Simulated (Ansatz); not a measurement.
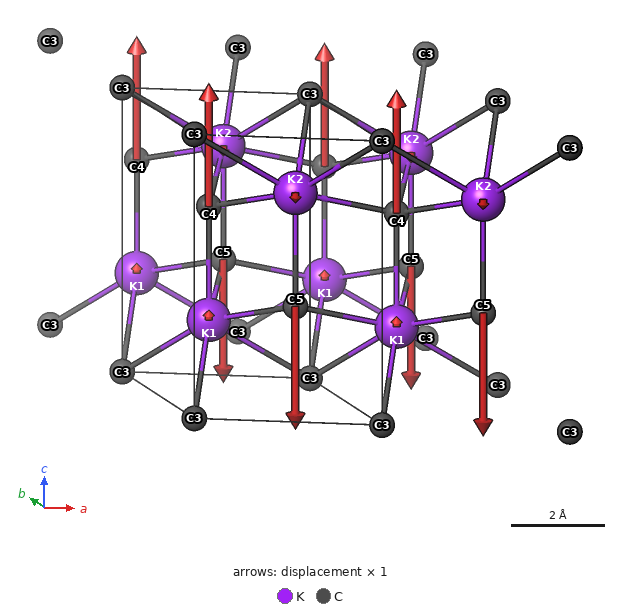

This is a relaxation of solid K2C3 (built on the A-type sesquioxide_164 type) (coarse preliminary run). The starting structure is drawn; red arrows show the displacements (the part carried along by the change of the cell is left out), at their true length.

Style: ball-and-stick. Shown: the cell of the calculation, repeated 2 × 2 × 1 with one cell outlined, slightly off an axis.

Case: A-type sesquioxide type (P-3m1, No. 164).

Method: DFT PBE, scalar-relativistic, plane waves, PAW (Ansatz 0.2.0).

Input
```yaml
crystal:
  lattice:
    - [4.1147013738, 0.0, 0.0]
    - [-2.0573506869, 3.5634359187, 0.0]
    - [0.0, 0.0, 6.4018069597]
  atoms:
    - { symbol: K, position: [0.3333333333, 0.6666666667, 0.245] }
    - { symbol: K, position: [0.6666666667, 0.3333333333, 0.755] }
    - { symbol: C, position: [0.0, 0.0, 0.0], spin: 1.91 }
    - { symbol: C, position: [0.3333333333, 0.6666666667, 0.645], spin: 0.57 }
    - { symbol: C, position: [0.6666666667, 0.3333333333, 0.355], spin: 0.57 }
basis:
  ecutwfc: 420
kpoints:
  mp_grid: { grid: [6, 6, 4] }
hamiltonian:
  xc: pbe
scf:
  occupations: { method: gaussian, width: 0.1 }
  lower_state_search: "off"
output:
  forces: true
  stress: true
  eigenvalues: true
  populations: true
magnetization:
  spin_polarized: true
relax:
  adjacent_minimum: "off"
  f_tol: 0.04
  max_steps: 70
  cell: { stress_tol: 0.4 }
```

Command:
```bash
ansatz run input.yaml --threads 1 --pin off --max-ram 2560MiB --backend cpu --events-out ev --progress --plain --runs-dir out
```

Q: Which element moves most?

A: Carbon: up to 2.79 Å, against 0.24 Å for potassium.

Q: Describe the change and its energy.

A: Over 24 accepted moves (26 points after the start) the energy falls by 1304 meV per atom. Largest force component: 1.3 eV/Å at the start, 0.035 eV/Å at the end. The pressure goes from 11.52 to −0.03 GPa. At 2 points the geometry stayed and the basis and grid were re-selected for the new cell (energy shift of 51.0 meV per atom at most each time). The largest moves relative to the cell, 2.79 Å, are those of C4 and C5. C4 goes along +c. By element the largest moves are C 2.79 Å, K 0.24 Å. The drawn cell changes as follows: a = b 4.115 → 3.158 Å (−23.3 %), c 6.402 → 9.466 Å (+47.9 %); the volume changes by −12.9 %. Near-neighbour distances that change, for instance: K1–C4 2.561 → 6.338 Å, C3–C4 3.288 → 1.910 Å, K1–K1 4.115 → 3.158 Å, K1–C4 (another image) 3.841 → 3.128 Å. New bonds form: K1–C4 (another periodic image) (3.84 → 3.13 Å), K2–C5 (another periodic image) (3.84 → 3.13 Å). Bonds break: K1–C4 (2.56 → 6.34 Å), K2–C5 (2.56 → 6.34 Å). Among the angles between lasting bonds that change: C3–K1–C5 163.1° → 77.9°, C5–K1–C5 112.3° → 71.6°, K1–C5–K1 112.3° → 71.6°. The space group stays P-3m1 (No. 164). The program noted that the starting moments weren't kept. The run may lie on a higher electronic state than the lowest, so the end point isn't shown to be the ground-state structure.
